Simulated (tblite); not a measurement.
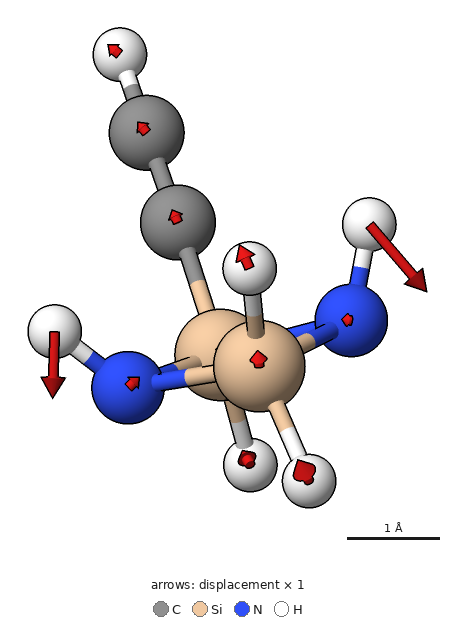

This is a relaxation of C2H6N2Si2. The starting structure is drawn; red arrows show the displacements, at their true length. The two geometries are superimposed by the best rigid fit.

The picture is a ball-and-stick view, seen from a free direction.

Theory: GFN2-xTB geometry optimisation, gas phase in tblite. 

Q: Which element moves most?

A: Hydrogen: up to 0.98 Å, against 0.20 Å for silicon.

Q: Describe the change and its energy.

A: An H atom moves most after the best rigid fit: 0.98 Å. By element the largest moves are H 0.98 Å, Si 0.20 Å, N 0.18 Å, C 0.17 Å. Some distances before and after: Si–Si 2.481 → 2.607 Å, N–Si 1.814 → 1.741 Å, H–N 1.071 → 1.002 Å, C–Si 1.794 → 1.851 Å. Among the angles between lasting bonds that change: Si–N–H 108.4° → 131.5°, Si–N–H 115.1° → 131.5°, Si–N–H 116.2° → 131.6°. After 70 geometry steps the energy has fallen by 0.679 eV.
